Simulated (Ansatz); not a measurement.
CH5N2: several calculations on one system

Part 1: Relaxation

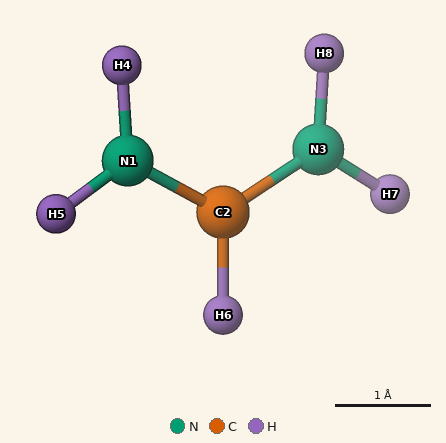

Starting structure of CH5N2 (charge +1). The picture is a ball-and-stick view, seen from a free direction.

The run prepares an end point of a later path (torsion) calculation, from a guessed geometry.

These are results of RKS PBE0-D4/def2-SVP (Ansatz), not measurements.

Input file:
```yaml
crystal:
  periodic: [false, false, false]
  atoms:
    - { symbol: "N", position_ang: [-0.52566, 0.78758, -0.67783] }
    - { symbol: C, position_ang: [-0.03299, 0.21618, 0.38392] }
    - { symbol: "N", position_ang: [0.55018, -0.94845, 0.39213] }
    - { symbol: H, position_ang: [-0.48364, 0.34675, -1.58978] }
    - { symbol: H, position_ang: [-0.96919, 1.69464, -0.62891] }
    - { symbol: H, position_ang: [-0.11399, 0.74798, 1.32836] }
    - { symbol: H, position_ang: [0.9164, -1.34759, 1.2456] }
    - { symbol: H, position_ang: [0.65888, -1.49708, -0.45349] }
total_charge: 1
basis:
  gaussian: { orbitals: def2-SVP }
hamiltonian:
  xc: pbe0
  dispersion: d4
relax:
  f_tol: 0.015
  max_steps: 40
```

Run as
```bash
ansatz run input.yaml --threads 1 --pin off --max-ram 2048MiB --backend cpu --events-out ev --progress --plain --runs-dir out
```

Q: Predict the outcome.

A: The largest moves after the best rigid fit, 0.048 Å, are those of H4 and H8. Largest moves by element: H 0.048 Å, C 0.017 Å, N 0.013 Å. Among the contacts that change: C2–H6 1.087 → 1.096 Å, C2–N3 1.303 → 1.308 Å. After 4 geometry steps the energy has fallen by 0.011 eV. Largest force component: 0.29 eV/Å at the start, 0.00094 eV/Å at the end.

Final geometry:

```xyz
8

N    -0.5305    0.7929   -0.6888
C    -0.0317    0.2077    0.3689
N     0.5560   -0.9603    0.3915
H    -0.5054    0.3792   -1.6179
H    -0.9695    1.7050   -0.6043
H    -0.1133    0.7438    1.3211
H     0.9126   -1.3318    1.2671
H     0.6818   -1.5365   -0.4375
```

Part 2: Relaxation

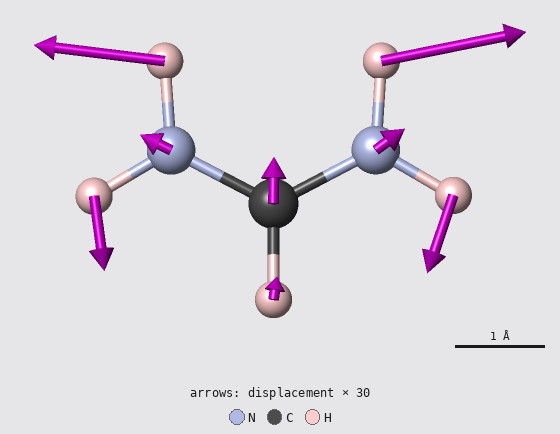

A relaxation of CH₅N₂ (charge +1). The starting structure is drawn; purple arrows show the displacements, 30 times their true length. The two geometries are superimposed by the best rigid fit.

Style: ball-and-stick. Shown face on.

The run prepares an end point of a later path (torsion) calculation, from a guessed geometry.

Level of theory: RKS PBE0-D4/def2-SVP in Ansatz 0.2.0.

Input
```yaml
crystal:
  periodic: [false, false, false]
  atoms:
    - { symbol: "N", position_ang: [-0.52566, 0.78758, -0.67783] }
    - { symbol: C, position_ang: [-0.03299, 0.21618, 0.38392] }
    - { symbol: "N", position_ang: [-0.05773, 0.73314, 1.57919] }
    - { symbol: H, position_ang: [-0.48364, 0.34675, -1.58978] }
    - { symbol: H, position_ang: [-0.96919, 1.69464, -0.62891] }
    - { symbol: H, position_ang: [0.43074, -0.75952, 0.26431] }
    - { symbol: H, position_ang: [0.33961, 0.24671, 2.37124] }
    - { symbol: H, position_ang: [-0.47471, 1.63932, 1.76042] }
total_charge: 1
basis:
  gaussian: { orbitals: def2-SVP }
hamiltonian:
  xc: pbe0
  dispersion: d4
relax:
  f_tol: 0.015
  max_steps: 40
```

Launched with:
```bash
ansatz run input.yaml --threads 1 --pin off --max-ram 2048MiB --backend cpu --events-out ev --progress --plain --runs-dir out
```

Atoms of which element are displaced furthest, and by how much?

Answer. Hydrogen: up to 0.056 Å, against 0.018 Å for carbon.

Describe the change and its energy.

Answer. After 4 geometry steps the energy has fallen by 0.013 eV. The largest force component goes from 0.3 to 0.0023 eV/Å. H5 moves most after the best rigid fit: 0.056 Å. Largest moves by element: H 0.056 Å, C 0.018 Å, N 0.014 Å. Near-neighbour distances that change, for instance: C2–H6 1.087 → 1.096 Å, C2–N3 1.303 → 1.308 Å.

Part 3: Path

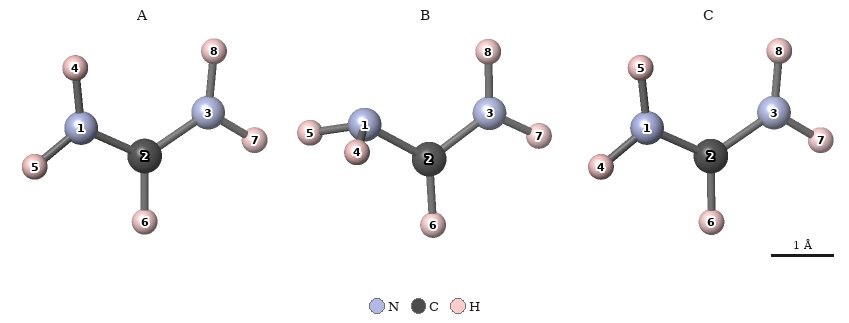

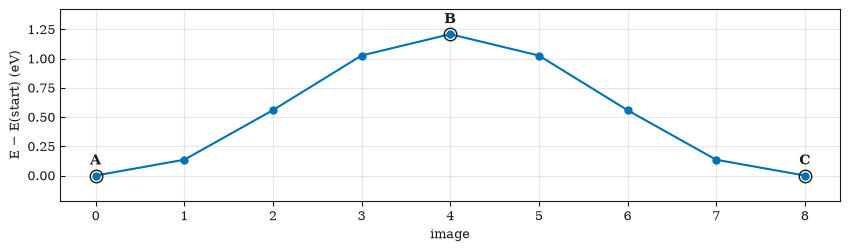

A nudged-elastic-band calculation for CH₅N₂ (charge +1). Images are numbered from 0 (start) to 8 (end). Frames A to C are images 0, 4, 8. The picture is a ball-and-stick view, seen at a tilt.

Level of theory: RKS PBE0-D4/def2-SVP in Ansatz 0.2.0.

Input
```yaml
crystal:
  periodic: [false, false, false]
  atoms:
    - { symbol: "N", position_ang: [-0.530497, 0.792859, -0.688787] }
    - { symbol: C, position_ang: [-0.031661, 0.207671, 0.368854] }
    - { symbol: "N", position_ang: [0.555992, -0.96025, 0.391492] }
    - { symbol: H, position_ang: [-0.50544, 0.379185, -1.617941] }
    - { symbol: H, position_ang: [-0.969474, 1.705011, -0.604275] }
    - { symbol: H, position_ang: [-0.113332, 0.743839, 1.321102] }
    - { symbol: H, position_ang: [0.912613, -1.331837, 1.267054] }
    - { symbol: H, position_ang: [0.681787, -1.536468, -0.4375] }
total_charge: 1
basis:
  gaussian: { orbitals: def2-SVP }
hamiltonian:
  xc: pbe0
  dispersion: d4
neb:
  order_check: false
  images: 7
  f_tol: 0.05
  max_iterations: 60
  initial_path: idpp
  final_atoms:
    - { symbol: "N", position_ang: [-0.53051821, 0.79289613, -0.68879127] }
    - { symbol: C, position_ang: [-0.03165815, 0.20764075, 0.36880723] }
    - { symbol: "N", position_ang: [0.55600624, -0.96027735, 0.39151506] }
    - { symbol: H, position_ang: [-0.96946525, 1.7050562, -0.60424391] }
    - { symbol: H, position_ang: [-0.50548799, 0.37924536, -1.61795343] }
    - { symbol: H, position_ang: [-0.1133188, 0.74379877, 1.32104278] }
    - { symbol: H, position_ang: [0.91263242, -1.3318353, 1.26708474] }
    - { symbol: H, position_ang: [0.68179773, -1.53651455, -0.43746221] }
```

Run as
```bash
ansatz run input.yaml --threads 1 --pin off --max-ram 2048MiB --backend cpu --events-out ev --progress --plain --runs-dir out
```

Read off the barrier and say what moves.

The two ends have the same energy, and the highest point, image 4, lies 1.21 eV above the start. The motion is a rotation about the N1–C2 bond by about 180°. No bond forms or breaks between the ends. Among the angles between lasting bonds that change up to the highest image: C2–N1–H4 123.2° → 111.2°, H4–N1–H5 116.9° → 105.9°. The band is converged. At the top, the vibrational analysis gives one imaginary mode (647i cm⁻¹), as a transition state must have.
